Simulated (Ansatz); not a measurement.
A series of calculations on GaNH₄Cl₂

**1. Relaxation**

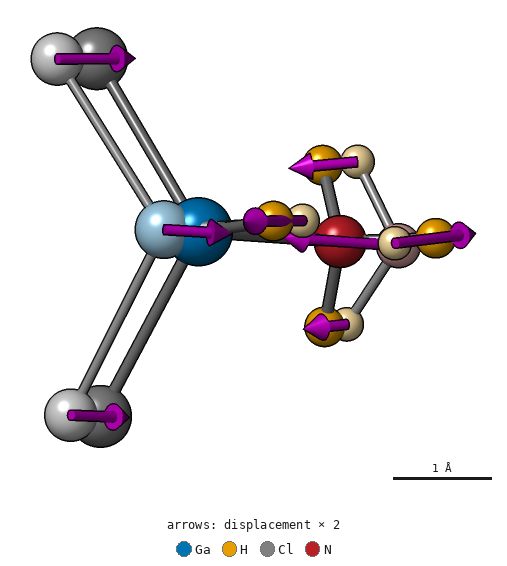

This is a relaxation of GaNH4Cl2. The starting structure is drawn faded, the final one solid; purple arrows show the displacements, magnified 2 times. The two geometries are superimposed by the best rigid fit.

The picture is a ball-and-stick view, seen at a tilt.

The run prepares an end point of a later path (reaction) calculation, from a guessed geometry.

All numbers below come from RKS B3LYP-D4/def2-SVP in Ansatz.

The input:
```yaml
crystal:
  periodic: [false, false, false]
  atoms:
    - { symbol: Ga, position_ang: [0.031049, 0.258191, -0.032487] }
    - { symbol: H, position_ang: [-0.095104, 0.303495, 1.526729] }
    - { symbol: Cl, position_ang: [1.931934, 0.345974, -1.034559] }
    - { symbol: Cl, position_ang: [-1.708375, 0.085956, -1.287057] }
    - { symbol: "N", position_ang: [0.029256, -2.518743, 1.390083] }
    - { symbol: H, position_ang: [-0.665528, -2.721194, 0.669444] }
    - { symbol: H, position_ang: [0.965241, -2.575149, 0.984246] }
    - { symbol: H, position_ang: [-0.119072, -1.55663, 1.753302] }
basis:
  gaussian: { orbitals: def2-SVP }
hamiltonian:
  xc: b3lyp
  dispersion: d4
relax:
  f_tol: 0.03
  max_steps: 50
```

Command:
```bash
ansatz run input.yaml --threads 2 --pin off --max-ram 3072MiB --backend cpu --events-out ev --progress --plain --runs-dir out
```

Question: Describe the change and its energy.

Answer: Over 12 geometry steps the energy falls by 122.8 kJ/mol. The largest force component goes from 1 to 0.015 eV/Å. The atom that moves furthest after the best rigid fit is N5 (0.68 Å). Largest moves by element: N 0.68 Å, H 0.65 Å, Cl 0.49 Å, Ga 0.37 Å. Near-neighbour distances that change, for instance: Ga1–N5 3.120 → 2.119 Å, Ga1–Cl3 2.151 → 2.200 Å, N5–H8 1.039 → 1.022 Å, Ga1–H2 1.565 → 1.559 Å. New bonds form, among them: Ga1–N5 (3.12 → 2.12 Å). Among the angles between lasting bonds that change: Cl3–Ga1–Cl4 116.5° → 113.1°, H2–Ga1–Cl3 122.3° → 119.1°, H2–Ga1–Cl4 121.2° → 119.1°.

**2. Relaxation**

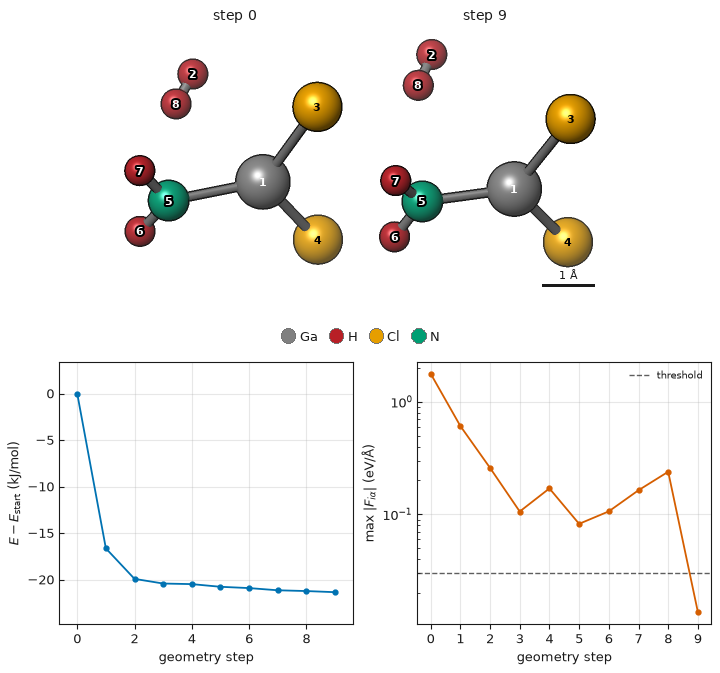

First and last geometry of a relaxation of GaNH4Cl2, with the history of the run. Style: ball-and-stick. Shown at a tilt.

The run prepares an end point of a later path (reaction) calculation, from a guessed geometry.

All numbers below come from Ansatz, RKS B3LYP-D4/def2-SVP. (no spin polarisation; force threshold 0.03 eV/Å; at most 50 steps)

Question: Read the history and describe the run.

Answer: It converged. The atom that moves furthest after the best rigid fit is H2 (0.60 Å). Largest moves by element: H 0.60 Å, Cl 0.32 Å, Ga 0.19 Å, N 0.08 Å. Among the contacts that change: Ga1–N5 1.878 → 1.801 Å, H2–H8 0.720 → 0.762 Å. The energy falls by 21.4 kJ/mol in 9 geometry steps. The largest force component goes from 1.8 to 0.014 eV/Å. The run took 29 s on 2 threads of Arm Neoverse V2, on a shared host, peak memory 0.23 GiB.

Limits of the set-up: the start holds two separate molecules, 2.3 Å apart at their closest, whose relative position is a soft coordinate.

**3. Path**

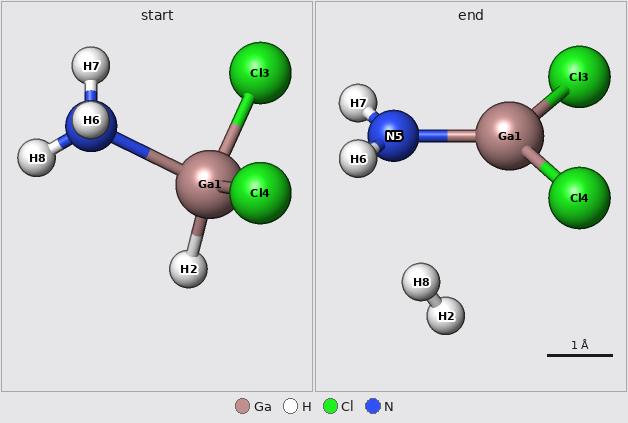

The two relaxed end points of a path for GaNH₄Cl₂. Style: ball-and-stick. Shown from a free direction.

Theory: RKS B3LYP-D4/def2-SVP (Ansatz).

Set-up: 7 movable images; climbing image; force threshold 0.05 eV/Å; iteration limit 60.

Start:
```xyz
8

Ga    0.0077    0.0098    0.2507
H    -0.1692    0.9426    1.4872
Cl    1.9594   -0.0697   -0.7606
Cl   -1.6874   -0.2856   -1.1195
N     0.0555   -1.9845    0.9659
H    -0.7052   -2.4911    0.5048
H     0.9439   -2.3939    0.6644
H    -0.0352   -2.1058    1.9768
```

End:
```xyz
8

Ga    0.1112   -0.7769   -0.5924
H    -0.1539    0.3134    2.7604
Cl    1.9450    0.2793   -0.9464
Cl   -1.7164   -0.0131   -1.4167
N     0.0993   -2.2659    0.4199
H    -0.7292   -2.8358    0.5488
H     0.9463   -2.7047    0.7628
H    -0.1329   -0.3745    2.4334
```

Predict the minimum-energy path and its barrier.

Answer. Forward barrier 2.05 eV, backward barrier 0.86 eV, with image 4 at the top; the reaction energy is +1.18 eV. Breaking: Ga1–H2 (1.56 → 1.87 at the top → 3.54 Å), N5–H8 (1.02 → 1.45 at the top → 2.77 Å). Forming: H2–H8 (3.09 → 0.99 at the top → 0.76 Å). The band is converged. At the top, the vibrational analysis gives one imaginary mode (1308i cm⁻¹), as a transition state must have.

Energies of the converged images:

```
image  path (Å)  E (eV)
    0      0.00   0.000
    1      0.48   0.070
    2      0.96   0.309
    3      1.44   0.999
    4      1.91   2.047
    5      2.47   1.484
    6      3.03   1.215
    7      3.59   1.184
    8      4.15   1.184
```

The geometry at the top of the path:

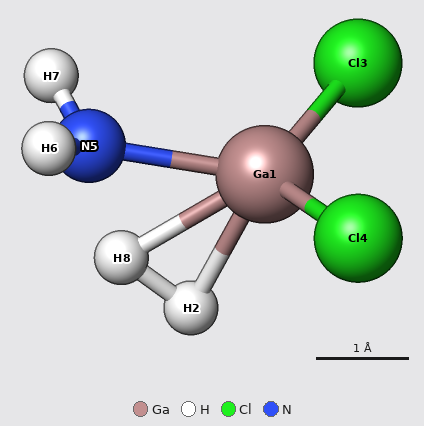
